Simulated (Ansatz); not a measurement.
# One crystal, many levels of theory: Cs2HgSe2 (Pbam)

Aim: the gap of Cs2HgSe2 (Pbam) at several levels of theory on one structure, with the time that each takes.

Program: Ansatz 0.2.0. Level of theory: density functionals, hybrids and G0W0, plane waves, PAW. Results are calculated unless marked as measured.

### 1. The structure

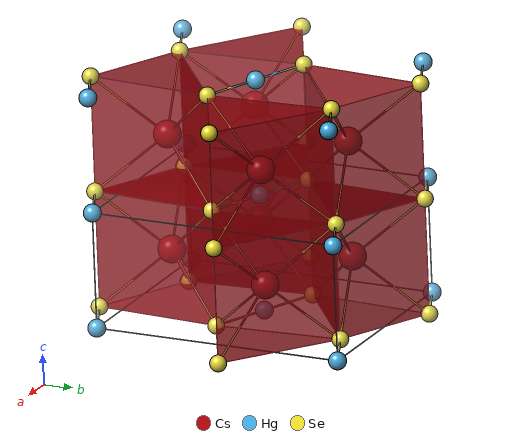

The starting structure, seen slightly off an axis (caesium red, mercury blue, selenium yellow). 1×1×2 cells are drawn. Some periodic images of atoms are drawn too.

Coordinates:

```cif
data_structure
_symmetry_space_group_name_H-M 'Pbam'
_symmetry_Int_Tables_number 55
_cell_length_a 8.1849
_cell_length_b 10.3302
_cell_length_c 4.7112
_cell_angle_alpha 90.000
_cell_angle_beta 90.000
_cell_angle_gamma 90.000
_cell_volume 398.34
loop_
_atom_site_label
_atom_site_type_symbol
_atom_site_symmetry_multiplicity
_atom_site_Wyckoff_symbol
_atom_site_fract_x
_atom_site_fract_y
_atom_site_fract_z
_atom_site_occupancy
Cs1 Cs 4 h 0.39222 0.83311 0.50000 1
Hg1 Hg 2 a 0.50000 0.50000 0.00000 1
Se1 Se 4 g 0.23025 0.59445 0.00000 1
```

The cell and positions come from the Crystallography Open Database and are kept as given unless a step says otherwise. Spin-orbit coupling is left out unless a step names it.

The logs state that the PAW files were generated under PBE.

### 2. LDA on the 4×2×6 mesh

This step: DFT, LDA, plane waves, PAW; PAW set soft_1.

File input.yaml:

```yaml
crystal:
  lattice:
    - [8.1849, 0.0, 0.0]
    - [0.0, 10.3302, 0.0]
    - [0.0, 0.0, 4.7112]
  atoms:
    - { symbol: Cs, position: [0.39222, 0.83311, 0.5] }
    - { symbol: Cs, position: [0.60778, 0.16689, 0.5] }
    - { symbol: Cs, position: [0.89222, 0.66689, 0.5] }
    - { symbol: Cs, position: [0.10778, 0.33311, 0.5] }
    - { symbol: Hg, position: [0.5, 0.5, 0.0] }
    - { symbol: Hg, position: [0.0, 0.0, 0.0] }
    - { symbol: Se, position: [0.23025, 0.59445, 0.0] }
    - { symbol: Se, position: [0.76975, 0.40555, 0.0] }
    - { symbol: Se, position: [0.73025, 0.90555, 0.0] }
    - { symbol: Se, position: [0.26975, 0.09445, 0.0] }
kpoints:
  mp_grid: { grid: [4, 2, 6] }
  band_path:
    path:
      - [0.0, 0.0, 0.0]
      - [0.5, 0.0, 0.0]
      - [0.5, 0.5, 0.0]
      - [0.0, 0.5, 0.0]
      - [0.0, 0.0, 0.5]
      - [0.5, 0.0, 0.5]
      - [0.5, 0.5, 0.5]
      - [0.0, 0.5, 0.5]
      - [0.4, 0.0, 0.0]
    npoints: 1
hamiltonian:
  xc: lda
  pseudopotentials: { kind: paw, azcp: { folder: soft_1 }, xc_functional: pbe }
scf:
  occupations: { method: fixed }
  n_extra_bands: 7
output:
  eigenvalues: true
  forces: true
  stress: true
  write_density: true
  write_potential: true
  elf: true
  volumetric_format: npy
```

The run is started by

```console
ansatz run input.yaml --threads 2 --pin off --max-ram 92160MiB --backend cuda --events-out ev --progress --plain --runs-dir out --devices 1 --max-vram 13GiB
```

Numbers of over 12 decimals in the logs are rounded to 6 here.

What it wrote:

```text
scf.n_extra_bands = 7 over 70 filled bands (N_el = 140.0): the run solves 77 bands
GPUs: using 1 of 1 available (devices: 1).
Engine: ansatz 0.2.0, x86_64-unknown-linux-gnu
Pseudopotentials: kind: paw
Pseudopotential: Cs, paw, valence charge 9, recommended cutoff 420 eV (normal), soft_1/Cs.paw.azcp
Pseudopotential: Hg, paw, valence charge 20, recommended cutoff 420 eV (normal), soft_1/Hg.paw.azcp
Pseudopotential: Se, paw, valence charge 16, recommended cutoff 420 eV (normal), soft_1/Se.paw.azcp
Functional definition: SPW92
  exchange = slater_x
  correlation = pw_c
device memory: the entry about to start is reckoned to put 4.6 GiB on a device that reports 60.7 GiB free (of which the cap on the GPU budget leaves the run 13.0 GiB)
GPU FFT provider: cuFFT
GPU libraries: cuBLAS 13.8.2, cuFFT 12.4.0, cuSOLVER 12.3.4
Crystal: 10 atoms, lattice volume = 398.340 Å³
Basis set: ecut = 420 eV, 7743 PW (Γ)
Bands: 77, of which v1, the nominal top of the filled ones, is band 70 counted from 1 (69 counted from 0)
Symmetry: 8 space group operations
Space group: Pbam (ITA 55), of the structure as read, at distance tolerance 7.4e-5 Å
k-points: 24 of 48
Non-local potential: Cs, projectors of the file, l = 0: 3, l = 1: 2, l = 2: 2, l = 3: 2
Non-local potential: Hg, projectors of the file, l = 0: 3, l = 1: 2, l = 2: 2, l = 3: 1
Non-local potential: Se, projectors of the file, l = 0: 2, l = 1: 2, l = 2: 3, l = 3: 1
PAW form: soft (Blöchl's): semilocal exchange-correlation on the pseudo side does not see the compensation charge
PAW frozen core: Cs, regenerated for the run's functional, and the local potential with it (the file was generated under x = pbe(κ = 0.804, μ = 0.219515), c = pbe(β = 0.066725))
PAW frozen core: Hg, regenerated for the run's functional, and the local potential with it (the file was generated under x = pbe(κ = 0.804, μ = 0.219515), c = pbe(β = 0.066725))
PAW frozen core: Se, regenerated for the run's functional, and the local potential with it (the file was generated under x = pbe(κ = 0.804, μ = 0.219515), c = pbe(β = 0.066725))
PAW one-centre angular grid: Cs, 194 points (default); XC on 64 Gauss nodes
PAW one-centre angular grid: Hg, 590 points (default); XC on 64 Gauss nodes
PAW one-centre angular grid: Se, 590 points (default); XC on 64 Gauss nodes
Initial density: superposition of atomic densities (chi_scale 0.1, normalization cell, long waves kept (reshape's long-wave potential 0.00 eV rms))
Initial wavefunctions: pseudopotential atomic-orbital guess
GPU buffer pool allocated for 138240 grid points (all kernels)
GPU transforms: local potential and band sums: pruned to the plane-wave sphere, on 60×72×32
Functional: x = slater, c = lda
SCF iter   1: F=—  HF=-70615.914838 eV  |F-HF|=—  |Δ(HF+E_count)|=         —  Δρ=4.08e-2  dr2=1.70e1  ethr=3.10e-3  ⟨swp⟩=4.7  Hψ=5860  notcnv=0  defer=106
preconditioner: auto → Resta (q_TF=auto, 2.292 Å⁻¹)  ε∞=4.5  [insulator: Δε(μ)=1.698 eV  Ē_g=8.629 eV  n_scr=76 (ndim 8)  ℏωp=16.2 eV  f_vac=0.021  ε∞_Penn≈4.5]
SCF iter   2: F=—  HF=-70611.244211 eV  |F-HF|=—  |Δ(HF+E_count)|=    4.67e0  Δρ=1.72e-2  dr2=3.14e0  ethr=3.10e-3  ⟨swp⟩=3.1  Hψ=3383  notcnv=0  defer=91
SCF iter   3: F=—  HF=-70609.974725 eV  |F-HF|=—  |Δ(HF+E_count)|=    1.27e0  Δρ=5.82e-3  dr2=3.96e-1  ethr=2.24e-3  ⟨swp⟩=4.0  Hψ=3914  notcnv=0  defer=90
SCF iter   4: F=—  HF=-70609.809637 eV  |F-HF|=—  |Δ(HF+E_count)|=   1.65e-1  Δρ=2.13e-3  dr2=4.37e-2  ethr=2.83e-4  ⟨swp⟩=3.1  Hψ=3221  notcnv=0  defer=118
SCF iter   5: F=—  HF=-70609.797206 eV  |F-HF|=—  |Δ(HF+E_count)|=   1.24e-2  Δρ=9.57e-4  dr2=6.21e-3  ethr=3.12e-5  ⟨swp⟩=3.0  Hψ=3815  notcnv=0  defer=120
SCF iter   6: F=—  HF=-70609.796552 eV  |F-HF|=—  |Δ(HF+E_count)|=   6.54e-4  Δρ=3.70e-4  dr2=7.07e-4  ethr=4.43e-6  ⟨swp⟩=2.0  Hψ=3326  notcnv=0  defer=120
SCF iter   7: F=—  HF=-70609.796680 eV  |F-HF|=—  |Δ(HF+E_count)|=   1.28e-4  Δρ=8.50e-5  dr2=3.19e-5  ethr=5.05e-7  ⟨swp⟩=2.1  Hψ=3041  notcnv=0  defer=120
SCF iter   8: F=—  HF=-70609.796995 eV  |F-HF|=—  |Δ(HF+E_count)|=   3.15e-4  Δρ=1.76e-5  dr2=2.33e-6  ethr=2.28e-8  ⟨swp⟩=2.0  Hψ=2355  notcnv=0  defer=112
SCF iter   9: F=—  HF=-70609.796996 eV  |F-HF|=—  |Δ(HF+E_count)|=   1.17e-6  Δρ=6.24e-6  dr2=2.13e-7  ethr=1.66e-9  ⟨swp⟩=2.3  Hψ=3012  notcnv=0  defer=112
SCF iter  10: F=-70609.796996 eV  HF=-70609.796996 eV  |F-HF|=3.20e-10  |Δ(HF+E_count)|=   2.08e-8  Δρ=1.02e-6  dr2=1.07e-8  ethr=7.14e-11  ⟨swp⟩=17.3  Hψ=15296  notcnv=0
SCF 1 converged in 10 iterations: F = -70609.796996 eV  dr2 = 1.07e-8
  Residual-converged pass: ⟨swp⟩=1.0  Hψ=1944  notcnv=0  max |occ|·‖R‖ = 7.0e-9 eV (tolerance 1.0e-8 eV)  dr2=1.07e-8  dr2_onsite=5.75e-10  max |Δocc| = 0.0e0
[...]
device memory: the entry about to start is reckoned to put 2.8 GiB on a device that reports 57.2 GiB free (of which the cap on the GPU budget leaves the run 13.0 GiB)
NSCF: frozen V_eff on 9 k-points
SCF converged after 10 iterations
Free energy (F): -70609.796996 eV
Harris-Foulkes:  -70609.796996 eV  (|F-HF|=3.20e-10)
Internal energy: -70609.796996 eV  (E = F + TS)
E sigma→0 (E₀):  -70609.796996 eV
Fermi energy:    4.854823 eV
--- Per-component energies (eV) ---
  E_band       = -2986.765888
  E_kinetic    = 2174.559226
  E_local      = -22347.720908  (includes V_loc(G=0)·N_el)
  E_nonlocal   = -1120.479698
  E_hartree    = 10730.314246
  E_xc         = -1470.264121
  E_vxc        = -1413.513005  (∫ρ·V_xc dr)
  E_paw        = -47104.149578  (= ΣΔE_a)
  E_vpaw       = -1740.240794  (= ΣTr[D̂ρ^β])
  E_aug_tail   = -0.000731  (compensation charges beyond the density's cutoff)
  E_ewald      = -11483.159401
  E_core_change = 11.103968  (= ΣΔE_core)
  E_smearing   = -0.000000  (= −TS)
  E_closure    = -0.000000  (closes the sum)
  Σ components = -70609.796996   (vs F -70609.796996, Δ=0.00e0)
--- Forces (eV/Å), atoms counted from 1 ---
  atom   1  Cs     0.01953841     0.03531279     0.00000000
  atom   2  Cs    -0.01953841    -0.03531279     0.00000000
  atom   3  Cs     0.01953841    -0.03531279     0.00000000
  atom   4  Cs    -0.01953841     0.03531279     0.00000000
  atom   5  Hg     0.00000000     0.00000000     0.00000000
  atom   6  Hg     0.00000000     0.00000000     0.00000000
  atom   7  Se    -0.00242068    -0.02072537     0.00000000
  atom   8  Se     0.00242068     0.02072537     0.00000000
  atom   9  Se    -0.00242068     0.02072537     0.00000000
  atom  10  Se     0.00242068    -0.02072537     0.00000000
  max |Σ_I F_I| component: 6.94e-18 eV/Å
--- Stress (GPa, compression-positive) ---
       -1.095512       0.000000       0.000000
        0.000000      -1.088312       0.000000
        0.000000       0.000000      -0.957174
  P = ⅓ Tr σ = -1.0470 GPa (-10.470 kbar)
--- Band table (eV; the first three rows and the last of 24) ---
  k-point 0: bands = [... 66 lower, 4.5146, 4.6652, 4.7902, 4.8278, 6.6493, 7.5427, 7.8469, 8.3728, ... 3 higher]
  k-point 1: bands = [... 66 lower, 4.3511, 4.5120, 4.6498, 4.6634, 6.9058, 7.6298, 7.6838, 8.4578, ... 3 higher]
  k-point 2: bands = [... 66 lower, 4.2454, 4.3848, 4.3873, 4.4106, 7.2776, 7.5287, 7.6928, 8.0312, ... 3 higher]
  k-point 23: bands = [... 66 lower, 4.1472, 4.1472, 4.7519, 4.7519, 7.0779, 7.0779, 7.8972, 7.8972, ... 3 higher]
```

Wall time 16 s (1 × NVIDIA H100 80GB HBM3 (shared by 6 runs) with 2 threads of AMD EPYC 7R13 (Zen 3), shared host); peak memory 1.3 GiB; 8.1 s of CPU time.

The column dr2 measures how far the density is from self-consistency, as an energy; F and HF (Harris–Foulkes) agree once it is small.

Numbers from this step:

```
pressure             : -1.047 GPa
gap                  : 1.788 eV
valence top at       : k = (0.400, 0.000, 0.000)
conduction bottom at : Γ
least direct gap     : 1.821 eV
```

Over mesh and listed points the gap is 1.788 eV, from k = (0.400, 0.000, 0.000) to k = Γ. The least direct gap found is 1.821 eV, at k = Γ. On the 4×2×6 mesh alone the same run gives 1.794 eV, so that mesh misses an edge of LDA: 1.794 − 1.788 = +0.006 eV.

### 3. PBE on the 4×2×6 mesh

Levels along a band path and on the mesh show where this functional puts the band edges.

This step: DFT, PBE, plane waves, PAW; PAW set soft_1.

input.yaml, the sections that differ from step 2:

```yaml
kpoints:
  mp_grid: { grid: [4, 2, 6] }
  band_path:
    path:
      - [[0.0, 0.0, 0.0], [0.5, 0.0, 0.0], [0.5, 0.5, 0.0], [0.0, 0.5, 0.0], [0.0, 0.0, 0.0], [0.0, 0.0, 0.5], [0.5, 0.0, 0.5], [0.5, 0.5, 0.5], [0.0, 0.5, 0.5], [0.0, 0.0, 0.5]]
      - [[0.5, 0.0, 0.0], [0.5, 0.0, 0.5]]
      - [[0.0, 0.5, 0.0], [0.0, 0.5, 0.5]]
      - [[0.5, 0.5, 0.0], [0.5, 0.5, 0.5]]
    npoints: 10
hamiltonian:
  xc: pbe
  pseudopotentials: { kind: paw, azcp: { folder: soft_1 } }
scf:
  occupations: { method: fermi_dirac, width: 0.02 }
  n_extra_bands: 7
# crystal, output: as in step 2
```

What it wrote:

```text
[...]
GPUs: using 1 of 1 available (devices: 1).
[...]
GPU FFT provider: cuFFT
GPU libraries: cuBLAS 13.8.2, cuFFT 12.4.0, cuSOLVER 12.3.4
Crystal: 10 atoms, lattice volume = 398.340 Å³
Basis set: ecut = 420 eV, 7743 PW (Γ), exchange–correlation on 120×144×64 points (8 copies of the dense FFT grid, shifted against one another)
Bands: 77, of which v1, the nominal top of the filled ones, is band 70 counted from 1 (69 counted from 0)
Symmetry: 8 space group operations
[...]
k-points: 24 of 48
[...]
GPU buffer pool allocated for 138240 grid points (all kernels)
[...]
SCF iter   1: F=—  HF=-72205.751318 eV  |F-HF|=—  |Δ(HF+E_count)|=         —  Δρ=4.04e-2  dr2=1.64e1  ethr=3.10e-3  ⟨swp⟩=7.3  Hψ=7284  notcnv=0
[...]
atom   5  Hg     0.00000000     0.00000000     0.00000000
  atom   6  Hg     0.00000000    -0.00000000     0.00000000
  atom   7  Se    -0.37265154     0.16210098     0.00000000
  atom   8  Se     0.37265154    -0.16210098     0.00000000
  atom   9  Se    -0.37265154    -0.16210098     0.00000000
  atom  10  Se     0.37265154     0.16210098     0.00000000
  max |Σ_I F_I| component: 1.11e-16 eV/Å
--- Stress (GPa, compression-positive) ---
        2.498236       0.000000       0.000000
        0.000000       1.443391       0.000000
        0.000000       0.000000       1.208605
  P = ⅓ Tr σ = 1.7167 GPa (17.167 kbar)
--- Band table (eV; the first three rows and the last of 24) ---
  k-point 0: bands = [... 66 lower, 4.8316, 4.9861, 5.1113, 5.1463, 7.1768, 8.0337, 8.2944, 8.8750, ... 3 higher]
  k-point 1: bands = [... 66 lower, 4.6738, 4.8390, 4.9758, 4.9879, 7.4041, 8.1162, 8.1420, 8.9622, ... 3 higher]
  k-point 2: bands = [... 66 lower, 4.5816, 4.7172, 4.7230, 4.7416, 7.7447, 8.0003, 8.1735, 8.5017, ... 3 higher]
  k-point 23: bands = [... 66 lower, 4.4960, 4.4960, 5.0729, 5.0729, 7.5730, 7.5730, 8.3469, 8.3469, ... 3 higher]
[key lines of the parts left out:]
SCF converged after 10 iterations
Free energy (F): -72199.937627 eV
Fermi energy:    6.193861 eV
```

It took 20 s on 1 × NVIDIA H100 80GB HBM3 (shared by 6 runs) with 2 threads; peak memory 1.4 GiB; 30 s of CPU time.

This step gave:

```
pressure             : 1.717 GPa
filled bands         : 70
gap                  : 1.997 eV
valence top at       : k = (0.400, 0.000, 0.000)
conduction bottom at : Γ
least direct gap     : 2.030 eV
```

Over mesh and path the gap is 1.997 eV, from k = (0.400, 0.000, 0.000) to k = Γ. The least direct gap found is 2.030 eV, at k = Γ. On the 4×2×6 mesh alone the same run gives 2.003 eV, so that mesh misses an edge of PBE: 2.003 − 1.997 = +0.006 eV. PBE against LDA: 1.997 − 1.788 = +0.209 eV, with the same mesh, files and cutoff, and both edges at the same k points.

### 4. PBE+SOC on the 4×2×6 mesh

This run has two-component orbitals with spin-orbit coupling.

This step: DFT, PBE with spin-orbit coupling, plane waves, PAW; PAW set soft_1.

File input.yaml:

```yaml
crystal:
  lattice:
    - [8.1849, 0.0, 0.0]
    - [0.0, 10.3302, 0.0]
    - [0.0, 0.0, 4.7112]
  atoms:
    - { symbol: Cs, position: [0.39222, 0.83311, 0.5] }
    - { symbol: Cs, position: [0.60778, 0.16689, 0.5] }
    - { symbol: Cs, position: [0.89222, 0.66689, 0.5] }
    - { symbol: Cs, position: [0.10778, 0.33311, 0.5] }
    - { symbol: Hg, position: [0.5, 0.5, 0.0] }
    - { symbol: Hg, position: [0.0, 0.0, 0.0] }
    - { symbol: Se, position: [0.23025, 0.59445, 0.0] }
    - { symbol: Se, position: [0.76975, 0.40555, 0.0] }
    - { symbol: Se, position: [0.73025, 0.90555, 0.0] }
    - { symbol: Se, position: [0.26975, 0.09445, 0.0] }
kpoints:
  mp_grid: { grid: [4, 2, 6] }
  band_path:
    path:
      - [0.0, 0.0, 0.0]
      - [0.5, 0.0, 0.0]
      - [0.5, 0.5, 0.0]
      - [0.0, 0.5, 0.0]
      - [0.0, 0.0, 0.5]
      - [0.5, 0.0, 0.5]
      - [0.5, 0.5, 0.5]
      - [0.0, 0.5, 0.5]
      - [0.4, 0.0, 0.0]
    npoints: 1
hamiltonian:
  xc: pbe
  pseudopotentials: { kind: paw_fr, azcp: { folder: soft_1 } }
scf:
  occupations: { method: fixed }
  n_extra_bands: 14
magnetization:
  noncollinear: true
  spin_orbit: true
output:
  eigenvalues: true
  forces: true
  stress: true
```

What it wrote:

```text
[...]
GPUs: using 1 of 1 available (devices: 1).
[...]
non-collinear run that drives no moment, with spin-orbit: no starting moment large enough to seed its density (crystal.atoms[].spin), no starting occupations that ask for one, no magnetisation constraint and no magnetic field, so the semilocal B_xc is pinned to zero
[...]
k-point 0: bands = [... 136 lower, 5.1508, 5.1508, 5.1994, 5.1994, 7.1893, 7.1893, 7.9722, 7.9722, ... 10 higher]
  k-point 1: bands = [... 136 lower, 4.9930, 4.9930, 5.0566, 5.0566, 7.4151, 7.4151, 8.0249, 8.0249, ... 10 higher]
  k-point 2: bands = [... 136 lower, 4.7844, 4.7844, 4.8178, 4.8178, 7.7433, 7.7433, 7.9230, 7.9230, ... 10 higher]
  k-point 23: bands = [... 136 lower, 5.0881, 5.0881, 5.0881, 5.0881, 7.5224, 7.5224, 7.5224, 7.5224, ... 10 higher]
[key lines of the parts left out:]
SCF converged after 10 iterations
Magnetization: |M| = 0.0000 μB,  M = (+0.0000, +0.0000, +0.0000) μB
Free energy (F): -72299.103119 eV
Fermi energy:    5.268638 eV
P = ⅓ Tr σ = 1.5741 GPa (15.741 kbar)
```

Run time: 27 s. Hardware: 1 × NVIDIA H100 80GB HBM3 (shared by 6 runs) with 2 threads; peak memory 1.5 GiB; 38 s of CPU time.

Numbers from this step:

| Property | Result |
| --- | --- |
| pressure | 1.574 GPa |
| gap | 1.921 eV |
| valence top at | X |
| conduction bottom at | Γ |
| least direct gap | 1.990 eV |

Over mesh and listed points the gap is 1.921 eV, from k = (0.500, 0.000, 0.000) to k = Γ. The least direct gap found is 1.990 eV, at k = Γ. PBE+SOC against PBE: 1.921 − 1.997 = −0.076 eV. Mesh, set of files and cutoff are the same, but the valence top lies at another k point, so this need not be the shift of one pair of states. The spin-orbit run sees mesh and listed points alone, so its gap is an upper bound: the coupling can move an edge off these points, and the change over the zone, its sign included where it is small, is not known.

### 5. r2SCAN on the 4×2×6 mesh

r2SCAN is a meta-GGA: it depends on the kinetic-energy density as well as on the density and its gradient.

This step: DFT, r2SCAN, plane waves, PAW; PAW set soft_1.

input.yaml: that of step 4 with these lines changed.

```diff
@@ -31,10 +31,7 @@
 hamiltonian:
-  xc: pbe
-  pseudopotentials: { kind: paw_fr, azcp: { folder: soft_1 } }
+  xc: r2scan
+  pseudopotentials: { kind: paw, azcp: { folder: soft_1 } }
 scf:
   occupations: { method: fixed }
-  n_extra_bands: 14
-magnetization:
-  noncollinear: true
-  spin_orbit: true
+  n_extra_bands: 7
 output:
@@ -43 +40,5 @@
   stress: true
+  write_density: true
+  write_potential: true
+  elf: true
+  volumetric_format: npy
```

What it wrote:

```text
[...]
GPUs: using 1 of 1 available (devices: 1).
[...]
GPU FFT provider: cuFFT
GPU libraries: cuBLAS 13.8.2, cuFFT 12.4.0, cuSOLVER 12.3.4
Crystal: 10 atoms, lattice volume = 398.340 Å³
Basis set: ecut = 500 eV, 10101 PW (Γ), exchange–correlation on 240×320×144 points (64 copies of the dense FFT grid, shifted against one another)
[...]
k-point 0: bands = [... 66 lower, 4.5496, 4.7196, 4.8545, 4.8872, 7.2649, 8.0596, 8.3403, 8.9235, ... 3 higher]
  k-point 1: bands = [... 66 lower, 4.3954, 4.5766, 4.7186, 4.7296, 7.4623, 8.1434, 8.1833, 9.0242, ... 3 higher]
  k-point 2: bands = [... 66 lower, 4.3234, 4.4579, 4.4664, 4.4805, 7.7691, 8.0154, 8.2138, 8.5290, ... 3 higher]
  k-point 23: bands = [... 66 lower, 4.2488, 4.2488, 4.8130, 4.8130, 7.5635, 7.5635, 8.4165, 8.4165, ... 3 higher]
[key lines of the parts left out:]
SCF converged after 10 iterations
Free energy (F): -72326.536893 eV
Fermi energy:    4.916671 eV
P = ⅓ Tr σ = 0.9508 GPa (9.508 kbar)
```

It took 19 s on 1 × NVIDIA H100 80GB HBM3 (shared by 6 runs) with 2 threads; peak memory 1.9 GiB; 28 s of CPU time.

Numbers from this step:

- pressure: 0.9508 GPa
- gap: 2.343 eV
- valence top at: k = (0.400, 0.000, 0.000)
- conduction bottom at: Γ
- least direct gap: 2.378 eV

Over mesh and listed points the gap is 2.343 eV, from k = (0.400, 0.000, 0.000) to k = Γ. The least direct gap found is 2.378 eV, at k = Γ. On the 4×2×6 mesh alone the same run gives 2.348 eV, so that mesh misses an edge of r2SCAN: 2.348 − 2.343 = +0.005 eV. r2SCAN against PBE: 2.343 − 1.997 = +0.346 eV. The runs also differ in plane-wave cutoff (420 eV and 500 eV), so how much of this comes from the functional alone is not known.

(Continued in part 2 of 3.)

[Paths, hosts, dates, memory and timing lines, banners, echoed tables and standing remarks are left out of the program output.]

[Logs are printed without paths, hosts, clocks, repeated set-up lines and the standing remarks that a program may print on its own settings, such as how far it seeks lower states.]

[Runs of the session that timed out or met a known fault of the program may be left out.]

[Cells called generated may have been cut or substituted from an entry of the Crystallography Open Database or the Materials Project.]

[Hosts, paths, dates, database ids (printed as entryN), source tags and the programs' standing remarks are cut or masked in the printed files.]

[Where an RPA ε∞ is given, it is that of the G0W0 mesh and is not shown converged in it. Names of k-points follow the symmetry that the program found, which can be lower than the space group named. Band edges on a path are those of the sampled points; other points can move an edge, and change direct to indirect where valleys lie close.]

[Hybrid gaps are those of their k-mesh and are not shown converged in it.]
